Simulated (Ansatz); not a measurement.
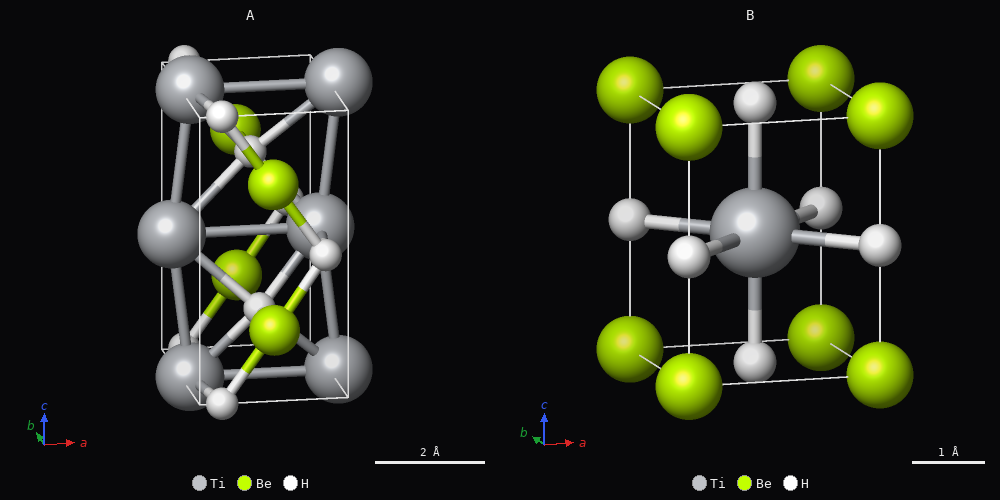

Two structures of TiBeH2, each relaxed to rest (conventional cells in solid outline, small ones repeated, not to one scale). Method: Ansatz 0.2.0, DFT PBE, scalar-relativistic, plane waves, PAW, without spin polarisation.

Give the type and space group of each.

Answer. A: 8 atoms a cell on a primitive orthorhombic lattice, P222_1. B: 4 atoms a cell on a primitive tetragonal lattice, P4/mmm.

Which of the two does the method prefer?

Answer. A is lower, by 27 meV/atom at this level of theory (energies at zero smearing). Volumes: A 7.4, B 7.3 Å³/atom.

One or both may be structure types tried for this composition rather than known phases.
